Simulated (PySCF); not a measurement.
## A study: C2H5N2Si, charge −1, SMILES `CN[SiH-]C#N`

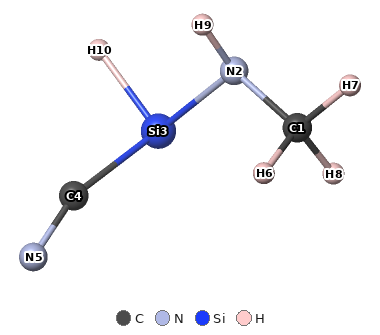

The molecule, with its atoms numbered as below. No frequency check shows the geometry to be a minimum.

Coordinates in Å:

```
C1       1.8220   -0.9572   -0.1903
N2       1.3578    0.2406    0.4222
Si3     -0.1065    0.9515   -0.2890
C4      -1.5127   -0.1757    0.1492
N5      -2.3937   -0.9316    0.0454
H6       1.1599   -1.8340   -0.0426
H7       2.8218   -1.2401    0.1797
H8       1.8898   -0.7859   -1.2673
H9       1.3408    0.1266    1.4335
H10     -0.3259    2.0475    0.7162
```

Part 1: Bonding charge

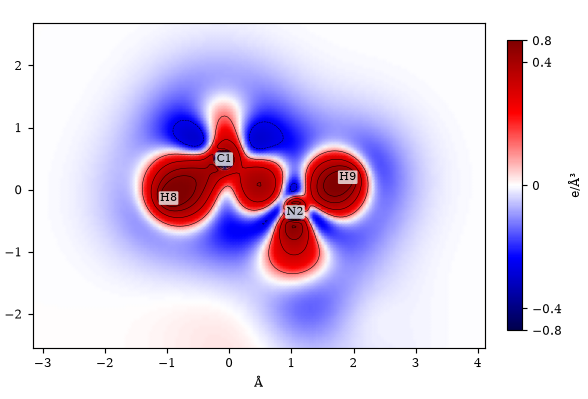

Deformation density (molecule less spherical, spin-averaged free atoms) in the plane of C1, N2, H8 and H9; colour scale in e/Å³, logarithmic beyond ±0.1; red: gain, blue: loss.

Computed with PySCF, M06-2X/def2-SVPD, geometry: GFN2-xTB.

> How much density has each bond in this plane gained at its critical point, relative to the free atoms?

N2–H9: +0.82 e/Å³ at the bond critical point (bond length 1.02 Å). C1–H8: +0.70 e/Å³ at the bond critical point (bond length 1.09 Å). C1–N2: +0.36 e/Å³ at the bond critical point (bond length 1.42 Å). In all, 2.8 electrons gather in the regions of gain relative to the promolecule of neutral atoms (this includes the anion's extra charge).

> Where do the Hirshfeld charges lie?

The highest Hirshfeld charge is on H9 (+0.07 e), the lowest on N5 (−0.34 e).

| atom | charge (e) |
| --- | --- |
| C1 | −0.09 |
| N2 | −0.27 |
| Si3 | −0.11 |
| C4 | −0.11 |
| N5 | −0.34 |
| H6 | +0.01 |
| H7 | +0.01 |
| H8 | +0.01 |
| H9 | +0.07 |
| H10 | −0.17 |

Part 2: Local ionisation energy

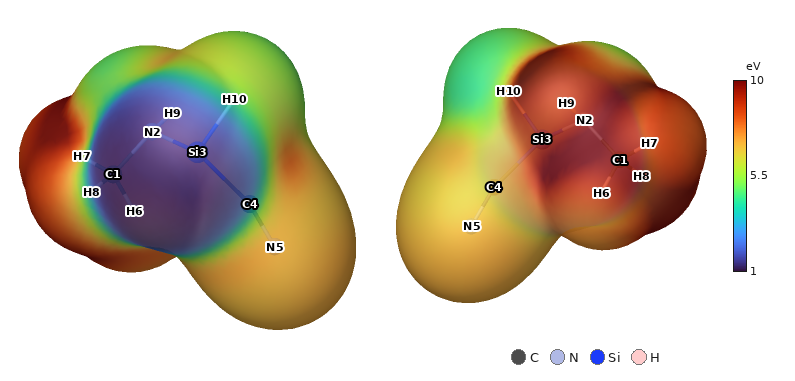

Average local ionisation energy on the surface of electron density 0.001 a.u. (back view left, front view right).

> Where are the most loosely bound electrons on this surface?

The lowest value is 1.3 eV, 2.8 Å from Si3. Further minima include 4.3 eV, 1.8 Å from H10; 4.8 eV, 2.1 Å from N2; 6.6 eV, 2.0 Å from N5. For comparison, the highest occupied orbital lies at −1.2 eV.

Part 3: Removing or adding an electron

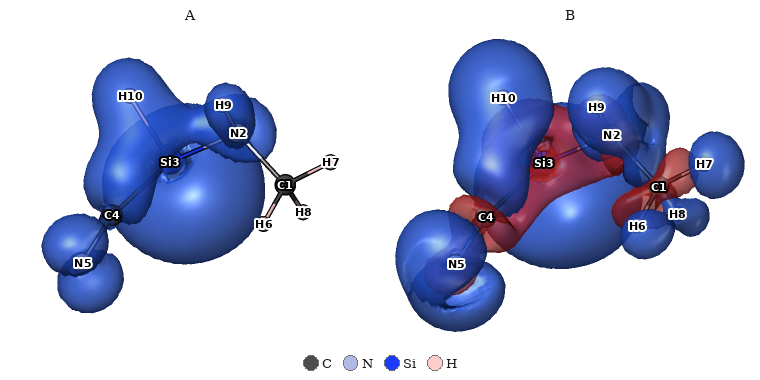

The Fukui function f⁻ from two separate SCF calculations and the density of the HOMO, at ±0.01 e/Å³ (blue positive, red negative).

Level of theory: TPSSh/def2-SVPD (PySCF), at a geometry from GFN2-xTB. The highest occupied Kohn–Sham orbital has positive energy, a self-interaction fault of such functionals for anions.

> Which panel is which, and how good is the frozen-orbital picture?

B is f⁻ (it has negative regions), A the HOMO density. The HOMO lies on Si3 (69 %), N5 (8 %) and C4 (7 %); f⁻ (Hirshfeld-condensed) is largest on Si3 (0.51); the vertical detachment energy is 2.15 eV (the stability of the neutral species's solution wasn't checked). Relaxation shifts 22 % of the electron between atoms. The orbital energy is 0.17 eV.

Part 4: Localised orbitals

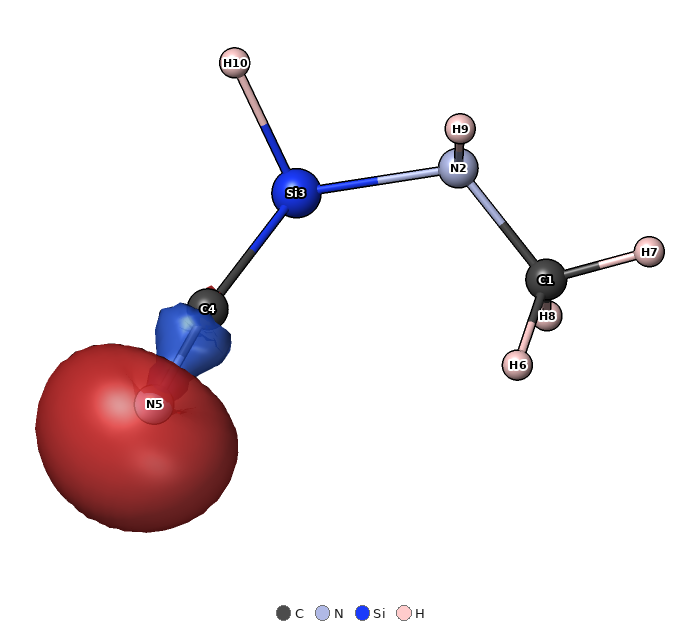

Pipek–Mezey orbitals, occupied; each surface holds about 80 % of the orbital's density. Energies are diagonal elements of the Fock matrix.

Computed with PySCF, r2SCAN/6-311+G**, geometry: GFN2-xTB.

> What does this orbital represent?

Lone pair on N5 (sp0.9-type) (N5 99 %; −5.7 eV).

> How do all the valence pairs divide up?

14 pairs: 10 σ bonds, 3 lone pairs and 1 two-centre π bond.
